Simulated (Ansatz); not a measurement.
Single-point calculation of Al$_{6}$N$_{6}$ (charge −1)

- system: Al$_{6}$N$_{6}$, charge −1, multiplicity 2
- method: UKS PBE-D4/def2-TZVP (Ansatz 0.2.0)

The geometry comes from this level: PBE-D4/def2-SVP.

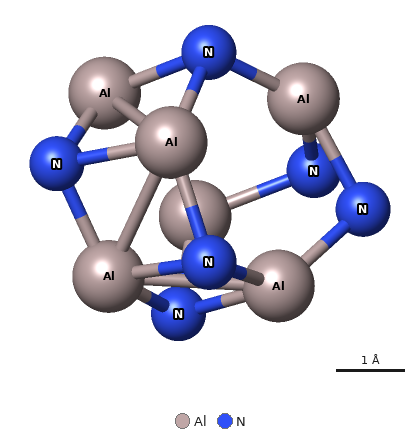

*The structure as given in the input (ball-and-stick view, seen at a tilt). Sticks mark near contacts.*

**Input**
```yaml
crystal:
  periodic: [false, false, false]
  atoms:
    - {symbol: Al, position_ang: [-0.975222, 1.371852, -1.050740]}
    - {symbol: Al, position_ang: [1.091442, -1.198414, 1.215338]}
    - {symbol: Al, position_ang: [0.716368, 1.224709, 1.367799]}
    - {symbol: Al, position_ang: [1.337414, -0.315398, -1.130240]}
    - {symbol: Al, position_ang: [-1.167645, -1.429782, -0.726126]}
    - {symbol: Al, position_ang: [-1.537937, 0.028551, 1.488705]}
    - {symbol: N, position_ang: [2.037761, 0.296009, 0.464391]}
    - {symbol: N, position_ang: [-0.977883, 1.717898, 0.713695]}
    - {symbol: N, position_ang: [0.165128, 0.580421, -2.275474]}
    - {symbol: N, position_ang: [0.053948, -0.247049, 2.406809]}
    - {symbol: N, position_ang: [-1.315806, -0.119750, -2.061974]}
    - {symbol: N, position_ang: [0.572423, -1.909067, -0.412163]}
basis:
  gaussian: {orbitals: def2-TZVP, initial_orbitals: start.molden}
total_charge: -1
magnetization: {spin_polarized: true, initial_magnetization: 1}
hamiltonian: {xc: pbe, dispersion: d4}
scf: {omitted_lower_state_checks: [starts]}
output: {orbitals: {seedname: orbitals}}
```

Machine: 4 threads of Arm Neoverse V2, 23 GiB of memory available, shared host.

Launched with:
```bash
ansatz run in.yaml --threads 4 --pin off --events-out ev --progress --plain --max-ram 6963MiB
```

**Output**
```
Functional definition: PBE
  name "PBE"
  cite "Perdew, Burke & Ernzerhof, Phys. Rev. Lett. 77, 3865 (1996) doi:10.1103/PhysRevLett.77.3865"
  parent pbe
  parameter kappa = 0.804
  parameter beta = 0.06672455060314922
  exchange = pbe_x(kappa = kappa, mu = beta*pi^2/3)
  correlation = pbe_c(beta = beta)
these checks for a lower state are left out or cut short: starts
2484 factors; their error is unknown
mean field evaluation 1: about -48500.8614 eV, gradient 1.3e1 eV
mean field evaluation 2: about -48501.2283 eV, gradient 5.3e-1 eV
mean field evaluation 4: about -48501.2205 eV, gradient 2.7e-1 eV
mean field evaluation 8: about -48501.2221 eV, gradient 7.5e-4 eV
mean field -48501.22206989 eV, -1782.3870357594 hartree, gradient 1.5e-5 eV, S^2 0.776804; 0 other end points of the search recorded, 0 dependent functions left out
reference -48501.22211472 eV, -1782.3870374070 hartree; 61, 60 occupied and 347, 348 virtual orbitals, 2484 factors
Total energy: -48502.16915570 eV, -1782.4218405208 hartree
Checks for a lower state left out: starts
```

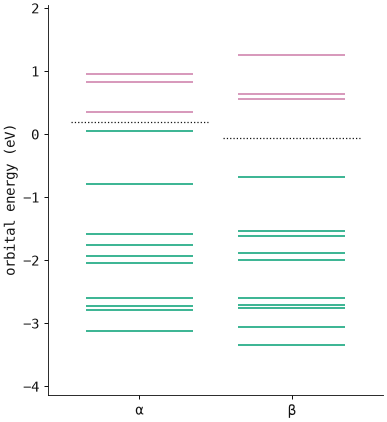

*Orbital energies near the frontier for α and β spins; the dotted line parts filled from empty levels, and levels within 0.02 eV of each other stand side by side.*

α: highest filled 0.05 eV, lowest empty 0.35 eV, 0.30 eV apart; β: highest filled −0.69 eV, lowest empty 0.55 eV, 1.24 eV apart.

**Results in brief**

- outcome: converged
- total energy: −48502.1692 eV
- mean-field energy: −48501.2221 eV
- dispersion energy: −0.9470 eV
- ⟨S²⟩: 0.777
- SCF solution under orbital rotations: stable
- HOMO (either spin): 0.05 eV
- LUMO (either spin): 0.35 eV
- wall time: 29 s (CPU time 1.8 min)
- peak memory: 1.4 GiB

**Notes**

The highest filled orbital lies above zero: either the extra electron isn't bound at this level, or the self-interaction error of the functional lifts the level.
